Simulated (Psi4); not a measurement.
## Energy and gradient calculation, with input and output: CH$_{4}$FGeN (part 1 of 2)

The run: energy and gradient calculation of CH$_{4}$FGeN, multiplicity 3, SMILES N=[C](F)[GeH3]. Method and program: r2SCAN/6-31G*, UKS (Psi4 1.11).

The geometry is that of the parent species in another charge or spin state. The geometry comes from this level: PBE0-D4/def2-TZVP.

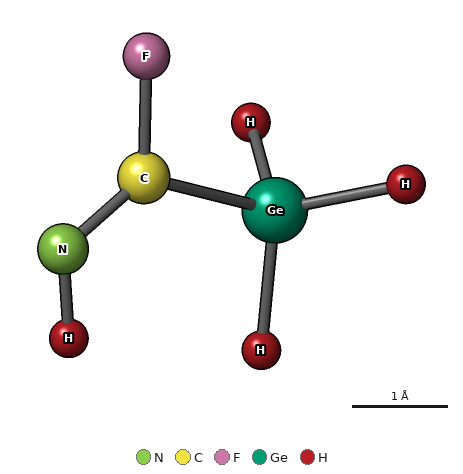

Fig. 1: The structure (ball-and-stick view, seen at a tilt). Sticks mark near contacts. Bond lengths as drawn: C–F 1.35 Å, C–Ge 1.98 Å, C–N 1.25 Å, Ge–H 1.53 Å and H–N 1.02 Å.

**Input (job.inp)**
```
memory 2200 mb

molecule {
  0 3
  N      3.58273176     0.42008612    -0.65856955
  C      1.71606029     0.05158952     0.72867839
  F      2.14937449    -0.24018419     3.21706975
  Ge    -1.92733167    -0.19615357    -0.06708528
  H      3.05606509     0.61491688    -2.49424951
  H     -3.33763428     1.90276523     1.34227247
  H     -2.17261813     0.13530439    -2.93644543
  H     -2.89260378    -2.79603877     0.76288244
  units au
  symmetry c1
  no_reorient
  no_com
}

set globals {
  reference uks
  puream true
  e_convergence 1e-09
  d_convergence 1e-08
  scf_type pk
  dft_radial_points 99
  dft_spherical_points 590
  maxiter 100
}

e_tot, wfn = gradient("r2scan/6-31G*", return_wfn=True)
oeprop(wfn, "WIBERG_LOWDIN_INDICES", "MULLIKEN_CHARGES", "LOWDIN_CHARGES", title="R2SCAN")
print_variables()
```

Machine: 1 thread of Intel Xeon (Sapphire Rapids), 32 GiB of memory available, shared host.

Command:
```bash
psi4 job.inp job.out -n 1
```

**The program's output**
```
Psi4 1.11 release

gradient() will perform analytic gradient computation.

   => Loading Basis Set <=

    Name: 6-31G*
    Role: ORBITAL
    Keyword: BASIS

         ---------------------------------------------------------
                                   SCF
                              UKS Reference
                        1 Threads,   2098 MiB Core
         ---------------------------------------------------------

  ==> Geometry <==

    Molecular point group: c1
    Full point group: C1

    Geometry (in Bohr), charge = 0, multiplicity = 3:

       Center              X                  Y                   Z               Mass
    ------------   -----------------  -----------------  -----------------  -----------------
         N            3.582731760000     0.420086120000    -0.658569550000    14.003074004430
         C            1.716060290000     0.051589520000     0.728678390000    12.000000000000
         F            2.149374490000    -0.240184190000     3.217069750000    18.998403162730
         GE          -1.927331670000    -0.196153570000    -0.067085280000    73.921177761000
         H            3.056065090000     0.614916880000    -2.494249510000     1.007825032230
         H           -3.337634280000     1.902765230000     1.342272470000     1.007825032230
         H           -2.172618130000     0.135304390000    -2.936445430000     1.007825032230
         H           -2.892603780000    -2.796038770000     0.762882440000     1.007825032230

  Running in c1 symmetry.

  Rotational constants: A =      0.28502  B =      0.09168  C =      0.07124 [cm^-1]
  Rotational constants: A =   8544.54065  B =   2748.56247  C =   2135.84282 [MHz]
  Nuclear repulsion =  257.992180007590889

  Charge       = 0
  Multiplicity = 3
  Electrons    = 58
  Nalpha       = 30
  Nbeta        = 28

  ==> Algorithm <==

  SCF Algorithm Type is PK.
  DIIS enabled.
  MOM disabled.
  Fractional occupation disabled.
  Guess Type is SAD.
  Energy threshold   = 1.00e-09
  Density threshold  = 1.00e-08
  Integral threshold = 1.00e-12

  ==> Primary Basis <==

  Basis Set: 6-31G*
    Blend: 6-31G*
    Number of shells: 38
    Number of basis functions: 82
    Number of Cartesian functions: 88
    Spherical Harmonics?: true
    Max angular momentum: 2

  ==> DFT Potential <==

   => LibXC <=

    Version 7.1.2

   => Composite Functional: R2SCAN <=

    r2SCAN Meta-GGA XC Functional  (0.1021/acs.jpclett.0c02405)

    Deriv               =              1
    GGA                 =           TRUE
    Meta                =           TRUE

    Exchange Hybrid     =          FALSE
    MP2 Hybrid          =          FALSE

   => Exchange Functionals <=

    1.0000   XC_MGGA_X_R2SCAN

   => Correlation Functionals <=

    1.0000   XC_MGGA_C_R2SCAN

   => LibXC Density Thresholds  <==

    XC_MGGA_C_R2SCAN:  1.00E-15
    XC_MGGA_X_R2SCAN:  1.00E-11

   => Molecular Quadrature <=

    Radial Scheme          =       TREUTLER
    Pruning Scheme         =           NONE
    Nuclear Scheme         =       TREUTLER

    Blocking Scheme        =         OCTREE
    BS radius alpha        =              1
    Pruning alpha          =              1
    Radial Points          =             99
    Spherical Points       =            590
    Total Points           =         445224
    Total Blocks           =           3188
    Max Points             =            256
    Max Functions          =             80
    Weights Tolerance      =       1.00E-15

  ==> Integral Setup <==

  Using in-core PK algorithm.
   Calculation information:
      Number of atoms:                   8
      Number of AO shells:              38
      Number of primitives:            104
      Number of atomic orbitals:        88
      Number of basis functions:        82

      Integral cutoff                 1.00e-12
      Number of threads:                 1

  Performing in-core PK
  Using 11583812 doubles for integral storage.
  We computed 246649 shell quartets total.
  Whereas there are 274911 unique shell quartets.

  ==> DiskJK: Disk-Based J/K Matrices <==

    J tasked:                  Yes
    K tasked:                   No
    wK tasked:                  No
    Memory [MiB]:              344
    Schwarz Cutoff:          1E-12

  Cached 50.0% of DFT collocation blocks in 0.974 [GiB].

  Minimum eigenvalue in the overlap matrix is 5.2019403963E-03.
  Reciprocal condition number of the overlap matrix is 1.1843720718E-03.
    Using symmetric orthogonalization.

  ==> Pre-Iterations <==

  SCF Guess: Superposition of Atomic Densities via on-the-fly atomic UHF (no occupation information).

   -------------------------
    Irrep   Nso     Nmo
   -------------------------
     A         82      82
   -------------------------
    Total      82      82
   -------------------------

  ==> Iterations <==

                        Total Energy        Delta E     RMS |[F,P]|

   @UKS iter SAD: -2268.34976370945287   -2.26835e+03   0.00000e+00
   @UKS iter   1: -2269.71948851737761   -1.36972e+00   3.46831e-02 DIIS/ADIIS
   @UKS iter   2: -2258.43754011148440    1.12819e+01   1.02399e-01 ADIIS
   @UKS iter   3: -2270.75717058283726   -1.23196e+01   2.25030e-02 DIIS/ADIIS
   @UKS iter   4: -2271.06789144703498   -3.10721e-01   1.13585e-02 DIIS/ADIIS
   @UKS iter   5: -2271.45523707519624   -3.87346e-01   3.50566e-03 DIIS/ADIIS
   @UKS iter   6: -2271.48676312241241   -3.15260e-02   1.13981e-03 DIIS/ADIIS
   @UKS iter   7: -2271.49196421337638   -5.20109e-03   4.11648e-04 DIIS/ADIIS
   @UKS iter   8: -2271.49258477617332   -6.20563e-04   6.34477e-05 DIIS
   @UKS iter   9: -2271.49260499271850   -2.02165e-05   3.80240e-05 DIIS
   @UKS iter  10: -2271.49260930832270   -4.31560e-06   2.57027e-05 DIIS
   @UKS iter  11: -2271.49261124104032   -1.93272e-06   5.69408e-06 DIIS
   @UKS iter  12: -2271.49261136907171   -1.28031e-07   1.79765e-06 DIIS
   @UKS iter  13: -2271.49261138403836   -1.49666e-08   2.95979e-07 DIIS
   @UKS iter  14: -2271.49261138506654   -1.02818e-09   1.25211e-07 DIIS
   @UKS iter  15: -2271.49261138538259   -3.16049e-10   8.51285e-08 DIIS
   @UKS iter  16: -2271.49261138567499   -2.92403e-10   6.42417e-08 DIIS
   @UKS iter  17: -2271.49261138598331   -3.08319e-10   3.12035e-08 DIIS
   @UKS iter  18: -2271.49261138605561   -7.23048e-11   1.53719e-08 DIIS
   @UKS iter  19: -2271.49261138605971   -4.09273e-12   7.01708e-09 DIIS
  Energy and wave function converged.

  ==> Post-Iterations <==

   Electrons on quadrature grid:
      Nalpha   =   29.9999991593 ; deviation = -8.407e-07
      Nbeta    =   27.9999995768 ; deviation = -4.232e-07
      Ntotal   =   57.9999987361 ; deviation = -1.264e-06

   @Spin Contamination Metric:   8.659981219E-03
   @S^2 Expected:                2.000000000E+00
   @S^2 Observed:                2.008659981E+00
   @S   Expected:                1.000000000E+00
   @S   Observed:                1.000000000E+00

    Orbital Energies [Eh]
    ---------------------

    Alpha Occupied:

       1A   -398.162257     2A    -49.636719     3A    -44.129304
       4A    -44.128288     5A    -44.127903     6A    -24.500641
       7A    -14.210689     8A    -10.125897     9A     -6.198609
      10A     -4.350964    11A     -4.347913    12A     -4.346552
      13A     -1.175753    14A     -1.143689    15A     -1.142347
      16A     -1.141367    17A     -1.138729    18A     -1.138361
      19A     -0.909330    20A     -0.605244    21A     -0.555218
      22A     -0.481719    23A     -0.439684    24A     -0.426635
      25A     -0.364412    26A     -0.335763    27A     -0.331131
      28A     -0.306783    29A     -0.297635    30A     -0.071136

    Alpha Virtual:

      31A      0.012135    32A      0.045118    33A      0.049452
      34A      0.072654    35A      0.091962    36A      0.161355
      37A      0.172874    38A      0.176398    39A      0.181053
      40A      0.236834    41A      0.384052    42A      0.406419
      43A      0.473427    44A      0.563756    45A      0.582097
      46A      0.590429    47A      0.638615    48A      0.686168
      49A      0.695064    50A      0.725553    51A      0.754503
      52A      0.871152    53A      0.896095    54A      0.972854
      55A      1.053032    56A      1.089430    57A      1.093158
      58A      1.246111    59A      1.246848    60A      1.317512
      61A      1.418005    62A      1.470079    63A      1.508573
      64A      1.671198    65A      1.715910    66A      1.740481
      67A      1.850420    68A      1.853578    69A      2.041017
      70A      2.091162    71A      2.338358    72A      2.365287
      73A      2.400994    74A      2.557893    75A      2.680736
      76A      2.882394    77A      3.112424    78A      3.322556
      79A      3.361076    80A      3.434945    81A      3.460219
      82A      3.467568

    Beta Occupied:

       1A   -398.161961     2A    -49.636347     3A    -44.128696
       4A    -44.127956     5A    -44.127453     6A    -24.495813
       7A    -14.187037     8A    -10.114005     9A     -6.197932
      10A     -4.349841    11A     -4.347487    12A     -4.345889
      13A     -1.166139    14A     -1.142127    15A     -1.141175
      16A     -1.139489    17A     -1.138005    18A     -1.137754
      19A     -0.866809    20A     -0.574574    21A     -0.542016
      22A     -0.465897    23A     -0.404106    24A     -0.397511
      25A     -0.341928    26A     -0.325880    27A     -0.310512
      28A     -0.262109

    Beta Virtual:

      29A     -0.213588    30A      0.006429    31A      0.025426
      32A      0.057397    33A      0.061749    34A      0.101151
      35A      0.109223    36A      0.172316    37A      0.184701
      38A      0.193538    39A      0.205129    40A      0.249770
      41A      0.409901    42A      0.433230    43A      0.502004
      44A      0.581930    45A      0.592942    46A      0.617327
      47A      0.682423    48A      0.702871    49A      0.733587
      50A      0.770124    51A      0.814655    52A      0.902898
      53A      0.920968    54A      1.018653    55A      1.071544
      56A      1.098017    57A      1.105393    58A      1.260287
      59A      1.265076    60A      1.345195    61A      1.457733
      62A      1.514155    63A      1.536772    64A      1.731720
      65A      1.771021    66A      1.777659    67A      1.867868
      68A      1.872989    69A      2.064345    70A      2.129332
      71A      2.395475    72A      2.420866    73A      2.454705
      74A      2.627053    75A      2.725527    76A      2.934929
      77A      3.130893    78A      3.325121    79A      3.363582
      80A      3.439117    81A      3.462855    82A      3.470447

    Final Occupation by Irrep:
              A
    DOCC [    28 ]
    SOCC [     2 ]
    NA   [    30 ]
    NB   [    28 ]

  @UKS Final Energy: -2271.49261138605971

   => Energetics <=

    Nuclear Repulsion Energy =            257.9921800075908891
    One-Electron Energy =               -3674.6076564513846279
    Two-Electron Energy =                1248.3288637181094600
    DFT Exchange-Correlation Energy =    -103.2059986603753430
    Empirical Dispersion Energy =           0.0000000000000000
    VV10 Nonlocal Energy =                  0.0000000000000000
    Total Energy =                      -2271.4926113860597070

  UHF NO Occupations:
  HONO-2 :   28  A 1.9979165
  HONO-1 :   29  A 1.0000000
  HONO-0 :   30  A 1.0000000
  LUNO+0 :   31  A 0.0020835
  LUNO+1 :   32  A 0.0010257
  LUNO+2 :   33  A 0.0004154
  LUNO+3 :   34  A 0.0003146

Computation Completed

Properties will be evaluated at   0.000000,   0.000000,   0.000000 [a0]

Properties computed using the SCF density matrix

 Multipole Moments:

 ------------------------------------------------------------------------------------
     Multipole            Electronic (a.u.)      Nuclear  (a.u.)        Total (a.u.)
 ------------------------------------------------------------------------------------
```
